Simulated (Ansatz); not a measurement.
**C2H6ClInO2 (SMILES C[O][In]([Cl])[O]C): density, localisation and related maps**

The calculation's input:

```
crystal:
  periodic: [false, false, false]
  atoms:
    - {symbol: C, position_ang: [-0.515583, -1.214511, 2.307174]}
    - {symbol: O, position_ang: [-0.276384, -1.882407, 1.087778]}
    - {symbol: In, position_ang: [0.082024, -0.885563, -0.562379]}
    - {symbol: Cl, position_ang: [0.456444, -1.996625, -2.549344]}
    - {symbol: O, position_ang: [0.083622, 1.082306, -0.553243]}
    - {symbol: C, position_ang: [0.414872, 1.839975, -1.693720]}
    - {symbol: H, position_ang: [-0.689605, -1.976372, 3.073040]}
    - {symbol: H, position_ang: [-1.400340, -0.567750, 2.268936]}
    - {symbol: H, position_ang: [0.335969, -0.602898, 2.628735]}
    - {symbol: H, position_ang: [1.491510, 2.044142, -1.737010]}
    - {symbol: H, position_ang: [0.126369, 1.360246, -2.637066]}
    - {symbol: H, position_ang: [-0.108888, 2.799465, -1.632890]}
basis:
  gaussian: {orbitals: def2-TZVPP}
hamiltonian: {xc: pbe0, dispersion: d4}
output: {orbitals: {seedname: orbitals}}
```

Launched as:

```sh
ansatz run in.yaml --threads 4 --pin off --events-out ev --progress --plain --max-ram 11315MiB
```

Geometry: PBE0-D4/def2-TZVP; core potentials replace the inner electrons of In.

These are results of Ansatz 0.2.0, RKS PBE0-D4/def2-TZVPP, not measurements.

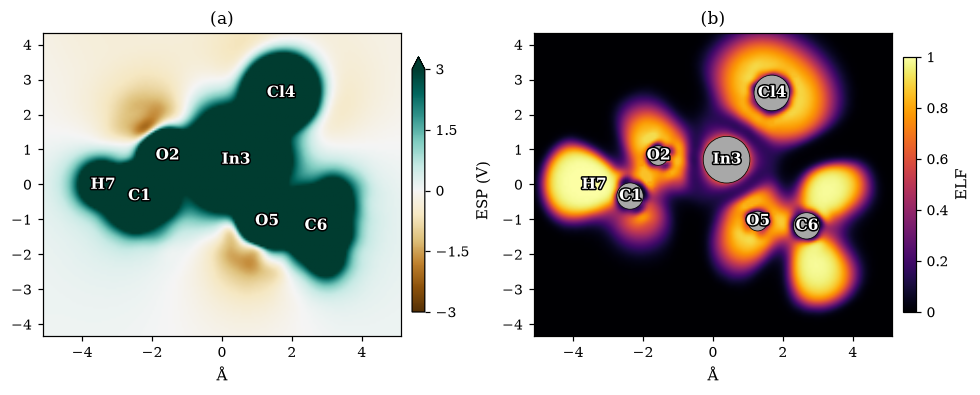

Figure 1. (a) molecular electrostatic potential; (b) electron localisation function on the plane of atoms O2, In3 and O5. Grey discs cover the atomic cores in the ELF map.

> What do the fields say about this system?

The plane passes through C, O, In, Cl and H nuclei.
C–O (1.41 Å): the ELF peaks at about 0.90 between the atoms: a shared but strongly polarised pair.
In–O (1.96 Å): the ELF peaks at about 0.85 in the valence shell of O, 0.6 Å from its nucleus, and drops to about 0.15 between the two atoms.
In–Cl (2.31 Å): the ELF peaks at about 0.80 in the valence shell of Cl, 0.8 Å from its nucleus, and drops to about 0.15 between the two atoms.
C–H (1.09 Å): the ELF climbs to about 1 towards the hydrogen, as it does in any bond to H: a covalent bond by its length.
The ELF also peaks beside O5, O2 and Cl4, away from the bonds: lone-pair regions.
Outside the dense part of the molecule the potential is most negative (−1.9 V) near O2.

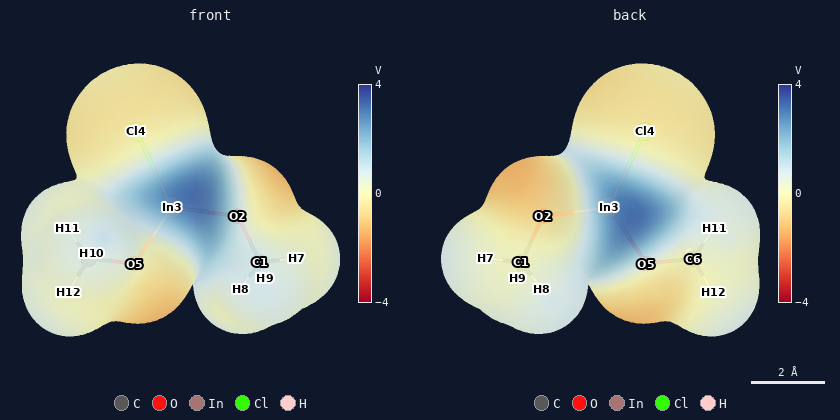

Figure 2. The electrostatic potential painted on the density surface at 0.002 e/bohr³, seen from the front and from behind; the colour scale runs from red (negative) to blue (positive).

> Describe the electrostatic potential map.

The most negative region (about −1.3 V) lies over O2 and O5, the most positive (about +3.3 V) over In3.

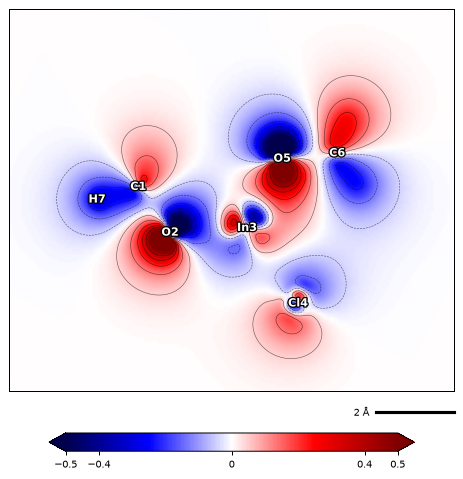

Figure 3. The HOMO−1 on the plane of atoms Cl4, In3 and O5 (values in Å⁻³ᐟ²; the overall sign is arbitrary).

> Where does this orbital lie, and at what energy?

It lies mainly on O5 (about 30 %), O2 (about 25 %), In3 (about 10 %), C6 (about 10 %) and C1 (about 5 %). Its energy is −8.10 eV.
